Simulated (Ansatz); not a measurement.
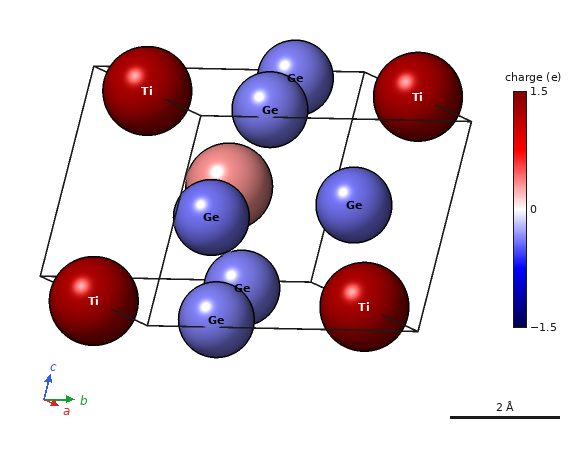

Drawn in the spheres-only manner and seen slightly off an axis. The wireframe shows the cell (the run's own, in a reduced setting). The atoms of this TiGe4Mo cell are coloured by their Bader charge.

Run with DFT PBE, scalar-relativistic, plane waves, PAW in Ansatz 0.2.0 and these settings: a plane-wave cutoff of 420 eV, k-points about 0.16 Å⁻¹ apart, Gaussian smearing of 0.1 eV, no spin polarisation.

Q: Which way does the charge move?

A: Most positive: Ti; most negative: Ge. Charges: about Ti +1.2 e; Ge -0.4 e; Mo +0.3 e.

It derives from a structure type filled with these elements by a generator (whether the compound takes this form wasn't checked). Earlier steps of the study, as a rule a relaxation of our own, may have changed the cell and positions, so they can lie some per cent off the listed ones. Ansatz was used for an electronic-structure calculation on it.
